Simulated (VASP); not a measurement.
# La2CdAu2 with PBEsol + D3(BJ): from relaxation to properties, part 2 of 5

Aim: relax La2CdAu2 with PBEsol + D3(BJ), compute its properties on that cell and hold them against experiment. The start is a computed cell from the Materials Project.

VASP 6.6.1; PBEsol with D3(BJ); plane waves and PAW (La, Cd, Au).

Still holding for the runs below: The k-mesh is coarse for a metal.

So far. Step 2 (Relaxing cell and atoms (PBEsol + D3(BJ))): It ends with a largest force of 0.007 eV/Å and a pressure of 0.02 GPa. The relaxed cell has a = 7.985, c = 3.826 Å (conventional setting).

## (3) Second relaxation

The basis stayed that of the start cell while the cell moved. A rerun from the cell reached resets it; the error of the finite cutoff stays.

File INCAR:

```
SYSTEM = La2CdAu2
PREC = Accurate
ENCUT = 400
EDIFF = 1E-06
NELM = 100
ISMEAR = 1
SIGMA = 0.2
LREAL = .FALSE.
ALGO = Normal
GGA = PS
IVDW = 12
NBANDS = 69
LASPH = .TRUE.
LORBIT = 11
LWAVE = .FALSE.
LCHARG = .FALSE.
KPAR = 4
NCORE = 2
IBRION = 2
NSW = 60
ISIF = 3
EDIFFG = -0.01
```

File POSCAR:

```
La2CdAu2
1.0
    7.9850284105      0.0000000000      0.0000000000
    0.0000000000      7.9850284105      0.0000000000
    0.0000000000      0.0000000000      3.8261864053
La Cd Au
4 2 4
Direct
    0.6735483012      0.1735483012      0.5000000000
    0.3264516988      0.8264516988      0.5000000000
    0.1735483012      0.3264516988      0.5000000000
    0.8264516988      0.6735483012      0.5000000000
    0.0000000000      0.0000000000      0.0000000000
    0.5000000000      0.5000000000      0.0000000000
    0.1273861330      0.6273861330      0.0000000000
    0.8726138670      0.3726138670      0.0000000000
    0.6273861330      0.8726138670      0.0000000000
    0.3726138670      0.1273861330      0.0000000000
```

File KPOINTS:

```
Automatic mesh
0
Gamma
3 3 6
0 0 0
```

Potentials, in the order of the species: La, Cd and Au (PBE family, release 64).

Command:

```console
> mpirun -np 8 vasp_std
```

The program printed:

```text
[banner, memory and clock lines left out]
running    8 mpi-ranks, on    1 nodes
 distrk:  each k-point on    2 cores,    4 groups
 distr:  one band on    2 cores,    1 groups

 POSCAR found type information on POSCAR LaCdAu
 POSCAR found :  3 types and      10 ions
 [... a notice as in an earlier step ...]

 LDA part: xc-table for (Slater+PW92), standard interpolation
 POSCAR, INCAR and KPOINTS ok, starting setup
 FFT: planning ... GRIDC
 FFT: planning ... GRID_SOFT
 FFT: planning ... GRID
 WAVECAR not read
 entering main loop
       N       E                     dE             d eps       ncg     rms          rms(c)
DAV:   1     0.127891258802E+04    0.12789E+04   -0.36027E+04  1656   0.199E+03
DAV:   2     0.337174654296E+03   -0.94174E+03   -0.86051E+03  1928   0.428E+02
DAV:   3     0.525371652575E+02   -0.28464E+03   -0.27051E+03  2168   0.232E+02
DAV:   4    -0.363616457865E+02   -0.88899E+02   -0.83726E+02  2966   0.109E+02
DAV:   5    -0.508481791102E+02   -0.14487E+02   -0.14012E+02  3064   0.522E+01    0.172E+01
DAV:   6    -0.470674074765E+02    0.37808E+01   -0.86493E+01  2968   0.444E+01    0.106E+01
DAV:   7    -0.467092935806E+02    0.35811E+00   -0.91276E+00  2912   0.197E+01    0.463E+00
DAV:   8    -0.466254715766E+02    0.83822E-01   -0.16575E+00  2920   0.649E+00    0.161E+00
DAV:   9    -0.466075366468E+02    0.17935E-01   -0.25527E-01  2960   0.280E+00    0.549E-01
DAV:  10    -0.466085265519E+02   -0.98991E-03   -0.30967E-02  3256   0.103E+00    0.264E-01
DAV:  11    -0.466082040942E+02    0.32246E-03   -0.82621E-03  2960   0.599E-01    0.794E-02
DAV:  12    -0.466083411376E+02   -0.13704E-03   -0.11427E-03  3024   0.183E-01    0.386E-02
DAV:  13    -0.466083965909E+02   -0.55453E-04   -0.43662E-04  3264   0.985E-02    0.238E-02
DAV:  14    -0.466084315971E+02   -0.35006E-04   -0.21307E-04  3208   0.539E-02    0.139E-02
DAV:  15    -0.466084388824E+02   -0.72853E-05   -0.52095E-05  2624   0.298E-02    0.566E-03
DAV:  16    -0.466084414198E+02   -0.25374E-05   -0.17393E-05  2088   0.177E-02    0.219E-03
DAV:  17    -0.466084420390E+02   -0.61922E-06   -0.52486E-06  1560   0.128E-02
   1 F= -.52078416E+02 E0= -.52076715E+02  d E =-.520784E+02
 curvature:   0.00 expect dE= 0.000E+00 dE for cont linesearch  0.000E+00
 trial: gam= 0.00000 g(F)=  0.124E-04 g(S)=  0.846E-04 ort = 0.000E+00 (trialstep = 0.100E+01)
 search vector abs. value=  0.970E-04
 reached required accuracy - stopping structural energy minimisation
```

Wall time 23 s (8 MPI ranks of Intel Xeon 6975P-C (Granite Rapids), shared host); peak memory 2 GiB.

From OUTCAR (step 3):

```text
  LATTYP: Found a simple tetragonal cell.
 ALAT       =     7.9850284105
 C/A-ratio  =     0.4791700428

 Found     12 irreducible k-points:

   ENCUT  =  400.0 eV  29.40 Ry    5.42 a.u.  13.02 13.02  6.24*2*pi/ulx,y,z

   NELECT =     112.0000    total number of electrons

 E-fermi :   8.0540

 k-point     1 :       0.0000    0.0000    0.0000
  band No.  band energies     occupation
    ...
     51       5.1433      2.00000
     52       5.9077      2.00000
     53       7.0452      2.00000
     54       7.0452      2.00000
     55       7.1160      2.00000
     56       8.3169     -0.06873
     57       8.8169     -0.00000
     58       8.8329     -0.00000
     59       9.1210     -0.00000
     60       9.1444     -0.00000
    ...

 k-point     2 :       0.3333    0.0000    0.0000
  band No.  band energies     occupation
    ...
     50       4.8320      2.00000
     51       5.3352      2.00000
     52       5.4234      2.00000
     53       6.5593      2.00000
     54       7.5936      2.00535
     55       8.1549      0.25491
     56       8.1842      0.11693
     57       8.5739     -0.00147
     58       8.9027     -0.00000
     59       9.0992     -0.00000
    ...

 Edisp (eV)   -5.46997

  Total      -0.08234    -0.08234    -0.06309     0.00000     0.00000     0.00000
  in kB      -0.54075    -0.54075    -0.41437     0.00000     0.00000     0.00000
  external pressure =       -0.50 kB  Pullay stress =        0.00 kB

  energy-cutoff  :      400.00
  volume of cell :      243.96
      direct lattice vectors                 reciprocal lattice vectors
     7.985028411  0.000000000  0.000000000     0.125234370  0.000000000  0.000000000
     0.000000000  7.985028411  0.000000000     0.000000000  0.125234370  0.000000000
     0.000000000  0.000000000  3.826186405     0.000000000  0.000000000  0.261356843

 POSITION                                       TOTAL-FORCE (eV/Angst)
 -----------------------------------------------------------------------------------
      5.37830      1.38579      1.91309         0.003762      0.003762      0.000000
      2.60673      6.59924      1.91309        -0.003762     -0.003762      0.000000
      1.38579      2.60673      1.91309         0.003762     -0.003762      0.000000
      6.59924      5.37830      1.91309        -0.003762      0.003762     -0.000000
      0.00000      0.00000      0.00000        -0.000000      0.000000      0.000000
      3.99251      3.99251      0.00000        -0.000000      0.000000      0.000000
      1.01718      5.00970      0.00000        -0.004243     -0.004243     -0.000000
      6.96785      2.97533      0.00000         0.004243      0.004243      0.000000
      5.00970      6.96785      0.00000        -0.004243      0.004243     -0.000000
      2.97533      1.01718      0.00000         0.004243     -0.004243      0.000000
 -----------------------------------------------------------------------------------
    total drift:                               -0.000000     -0.000000      0.000000

  FREE ENERGIE OF THE ION-ELECTRON SYSTEM (eV)
  ---------------------------------------------------
  free  energy   TOTEN  =       -52.0784160593 eV

  energy  without entropy=      -52.0733135336  energy(sigma->0) =      -52.07671522

 total charge
# of ion       s       p       d       f       tot
--------------------------------------------------
    1        2.068   5.604   0.792   0.147   8.611
    2        2.068   5.604   0.792   0.147   8.611
    3        2.068   5.604   0.792   0.147   8.611
    4        2.068   5.604   0.792   0.147   8.611
    5        0.560   0.296   9.457   0.000  10.313
    6        0.560   0.296   9.457   0.000  10.313
    7        0.810   0.357   8.629   0.000   9.796
    8        0.810   0.357   8.629   0.000   9.796
    9        0.810   0.357   8.629   0.000   9.796
   10        0.810   0.357   8.629   0.000   9.796
--------------------------------------------------
tot         12.630  24.435  56.601   0.587  94.253

[... 6 parts as in an earlier step ...]

[... 6 further parts left out ...]
```

Little changed from the start: no atom moved by 0.005 Å and no cell edge by 0.1 %.

This step gave:

- free energy (TOTEN): -52.0784 eV
- energy at zero smearing: -52.0767 eV
- pressure: -0.04986 GPa
- SCF cycles over all ionic steps: 17

It ends with a largest force of 0.006 eV/Å and a pressure of -0.05 GPa. The volume moved by under 0.01 %: the run met its threshold at the first step.

## (4) Single point with fields (PBEsol + D3(BJ))

The relaxed cell gets a fresh self-consistent run, on a basis set for its own volume, to fix the density and to check the remaining stress.

INCAR, as its differences from that of step 3:

```diff
@@ -15,8 +15,6 @@
 LWAVE = .FALSE.
-LCHARG = .FALSE.
-KPAR = 4
+LCHARG = .TRUE.
 NCORE = 2
-IBRION = 2
-NSW = 60
-ISIF = 3
-EDIFFG = -0.01
+ISIF = 2
+LELF = .TRUE.
+LVHAR = .TRUE.
```

POSCAR is that of step 3.

KPOINTS is that of step 3.

Command:

```console
> mpirun -np 8 vasp_std
```

The program printed:

```text
[banner, memory and clock lines left out]
running    8 mpi-ranks, on    1 nodes
 distrk:  each k-point on    8 cores,    1 groups
 distr:  one band on    2 cores,    4 groups

 POSCAR found type information on POSCAR LaCdAu
 POSCAR found :  3 types and      10 ions
 [... a notice as in an earlier step ...]

 LDA part: xc-table for (Slater+PW92), standard interpolation
|                                                                             |
|           W    W    AA    RRRRR   N    N  II  N    N   GGGG   !!!           |
|           W    W   A  A   R    R  NN   N  II  NN   N  G    G  !!!           |
|           W    W  A    A  R    R  N N  N  II  N N  N  G       !!!           |
|           W WW W  AAAAAA  RRRRR   N  N N  II  N  N N  G  GGG   !            |
|           WW  WW  A    A  R   R   N   NN  II  N   NN  G    G                |
|           W    W  A    A  R    R  N    N  II  N    N   GGGG   !!!           |
|                                                                             |
|     The number of bands has been changed from the values supplied in        |
|     The orbitals not found in the WAVECAR file will be initialized with     |
|     random numbers, which is usually adequate. For correlated               |
|     calculations, however, you should redo the groundstate calculation.     |
|     I found NBANDS = 69. Now, NBANDS = 72.                                  |
|                                                                             |

 POSCAR, INCAR and KPOINTS ok, starting setup
 FFT: planning ... GRIDC
 FFT: planning ... GRID_SOFT
 FFT: planning ... GRID
 WAVECAR not read
 entering main loop
       N       E                     dE             d eps       ncg     rms          rms(c)
DAV:   1     0.126363664698E+04    0.12636E+04   -0.35676E+04  1744   0.191E+03
DAV:   2     0.314699886587E+03   -0.94894E+03   -0.85087E+03  2032   0.415E+02
DAV:   3     0.425517754558E+02   -0.27215E+03   -0.25495E+03  2136   0.221E+02
DAV:   4    -0.389144292171E+02   -0.81466E+02   -0.76256E+02  3040   0.987E+01
DAV:   5    -0.511557992621E+02   -0.12241E+02   -0.11836E+02  3208   0.464E+01    0.170E+01
DAV:   6    -0.469891653220E+02    0.41666E+01   -0.76183E+01  3080   0.403E+01    0.104E+01
DAV:   7    -0.467018632715E+02    0.28730E+00   -0.84196E+00  3048   0.186E+01    0.458E+00
DAV:   8    -0.466229985486E+02    0.78865E-01   -0.15045E+00  3024   0.585E+00    0.161E+00
DAV:   9    -0.466076001821E+02    0.15398E-01   -0.22346E-01  3168   0.264E+00    0.524E-01
DAV:  10    -0.466084884361E+02   -0.88825E-03   -0.29353E-02  3424   0.961E-01    0.267E-01
DAV:  11    -0.466081725511E+02    0.31589E-03   -0.72744E-03  3224   0.557E-01    0.787E-02
DAV:  12    -0.466083349427E+02   -0.16239E-03   -0.12427E-03  3184   0.176E-01    0.368E-02
DAV:  13    -0.466083939034E+02   -0.58961E-04   -0.49030E-04  3456   0.100E-01    0.218E-02
DAV:  14    -0.466084271233E+02   -0.33220E-04   -0.22439E-04  3344   0.569E-02    0.132E-02
DAV:  15    -0.466084372724E+02   -0.10149E-04   -0.74472E-05  2808   0.302E-02    0.504E-03
DAV:  16    -0.466084405606E+02   -0.32882E-05   -0.26629E-05  2248   0.190E-02    0.206E-03
DAV:  17    -0.466084416547E+02   -0.10942E-05   -0.87608E-06  1704   0.133E-02    0.930E-04
DAV:  18    -0.466084420587E+02   -0.40400E-06   -0.28904E-06  1704   0.937E-03
   1 F= -.52078416E+02 E0= -.52076715E+02  d E =-.510218E-02
```

The job ended after 26 s (8 MPI ranks; peak memory 1.4 GiB; 2.7 min of CPU time).

OUTCAR, selected parts (step 4):

```text
 Found     12 irreducible k-points:

   k-points           NKPTS =     12   k-points in BZ     NKDIM =     12   number of bands    NBANDS=     72

   NELECT =     112.0000    total number of electrons

 E-fermi :   8.0541

 k-point     2 :       0.3333    0.0000    0.0000
  band No.  band energies     occupation
    ...
     50       4.8320      2.00000
     51       5.3352      2.00000
     52       5.4234      2.00000
     53       6.5593      2.00000
     54       7.5936      2.00535
     55       8.1549      0.25492
     56       8.1842      0.11693
     57       8.5739     -0.00147
     58       8.9027     -0.00000
     59       9.0992     -0.00000
    ...

 k-point     3 :       0.3333    0.3333    0.0000
  band No.  band energies     occupation
    ...
     52       5.8476      2.00000
     53       7.3376      2.00000
     54       7.6238      2.00952
     55       8.0528      1.01052
     56       8.0932      0.67603
     57       8.5400     -0.00315
     58       8.9310     -0.00000
     59       9.1227     -0.00000
     60       9.1632     -0.00000
     61       9.3748     -0.00000
    ...

 Edisp (eV)   -5.46997

  Total      -0.08385    -0.08385    -0.06491     0.00000     0.00000    -0.00000
  in kB      -0.55064    -0.55064    -0.42628     0.00000     0.00000    -0.00000
  external pressure =       -0.51 kB  Pullay stress =        0.00 kB

 POSITION                                       TOTAL-FORCE (eV/Angst)
 -----------------------------------------------------------------------------------
      5.37830      1.38579      1.91309         0.003683      0.003683     -0.000000
      2.60673      6.59924      1.91309        -0.003683     -0.003683     -0.000000
      1.38579      2.60673      1.91309         0.003683     -0.003683      0.000000
      6.59924      5.37830      1.91309        -0.003683      0.003683     -0.000000
      0.00000      0.00000      0.00000        -0.000000     -0.000000     -0.000000
      3.99251      3.99251      0.00000        -0.000000     -0.000000     -0.000000
      1.01718      5.00970      0.00000        -0.004222     -0.004222     -0.000000
      6.96785      2.97533      0.00000         0.004222      0.004222      0.000000
      5.00970      6.96785      0.00000        -0.004222      0.004222     -0.000000
      2.97533      1.01718      0.00000         0.004222     -0.004222      0.000000
 -----------------------------------------------------------------------------------
    total drift:                               -0.000000     -0.000000      0.000000

  FREE ENERGIE OF THE ION-ELECTRON SYSTEM (eV)
  ---------------------------------------------------
  free  energy   TOTEN  =       -52.0784160791 eV

  energy  without entropy=      -52.0733139019  energy(sigma->0) =      -52.07671535

[... 10 parts as in an earlier step ...]

[... 4 further parts left out ...]
```

Numbers from this step:

```yaml
scf_cycles: 18
bands: 72
pressure: -0.05092 GPa
```

Valence electrons inside each PAW sphere by angular momentum. Sphere charges, by row:

```tsv
atom	s (e)	p (e)	d (e)	f (e)	tot (e)
La1	2.068	5.604	0.792	0.147	8.611
La2	2.068	5.604	0.792	0.147	8.611
La3	2.068	5.604	0.792	0.147	8.611
La4	2.068	5.604	0.792	0.147	8.611
Cd5	0.56	0.296	9.457	0	10.31
Cd6	0.56	0.296	9.457	0	10.31
Au7	0.81	0.357	8.629	0	9.796
Au8	0.81	0.357	8.629	0	9.796
Au9	0.81	0.357	8.629	0	9.796
Au10	0.81	0.357	8.629	0	9.796
```

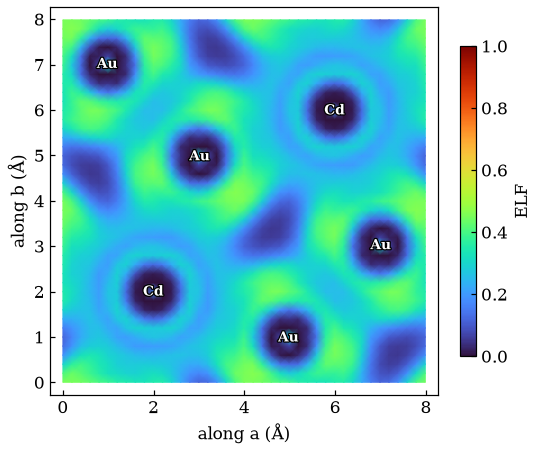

ELF in the ab plane at fractional z = 0.000, with atoms of Cd and Au within 0.2 Å of it. It is the smooth field of the valence electrons, not physical close to the nuclei. The map starts off the cell's origin, so that atoms lie inside it.

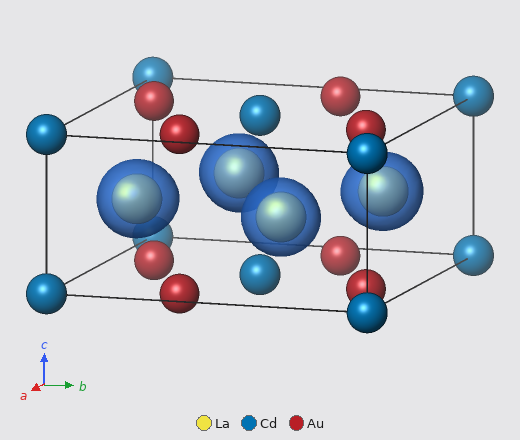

Surface of ELF = 0.8.

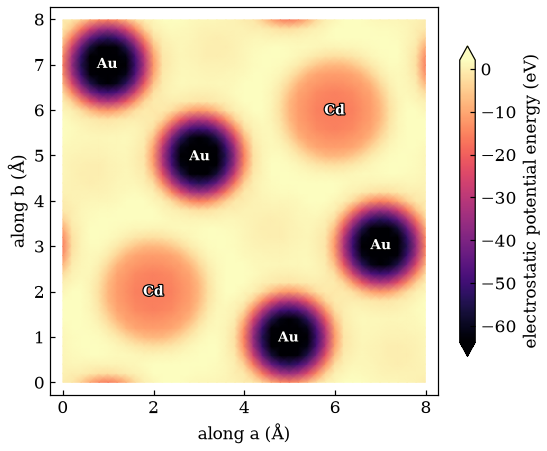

Electrostatic potential energy in the ab plane at fractional z = 0.000, with atoms of Cd and Au within 0.2 Å of it. With pseudopotentials it is smooth inside the atoms' cores, unlike the true potential. The map starts off the cell's origin, so that atoms lie inside it.

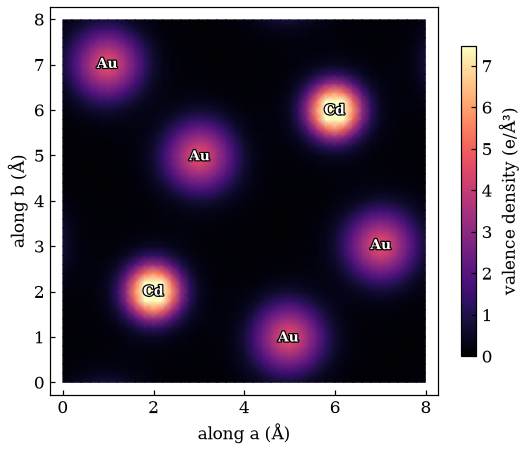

Valence density in the ab plane at fractional z = 0.000, with atoms of Cd and Au within 0.2 Å of it. It is the smooth field of the valence electrons, not physical close to the nuclei. The map starts off the cell's origin, so that atoms lie inside it.

In this run the pressure is -0.05 GPa, small enough to go on.

[end of part 2 of 5]

[Lines on the potential files, build, host, timing and source positions are cut from VASP's logs without a mark.]

[Logs are printed without paths, hosts, clocks, repeated set-up lines and the standing remarks that a program may print on its own settings, such as how far it seeks lower states.]

[Hosts, paths, dates, database ids (printed as entryN), source tags and the programs' standing remarks are cut or masked in the printed files.]

[A measured line is paired with the nearest computed mode of its activity, which favours agreement.]
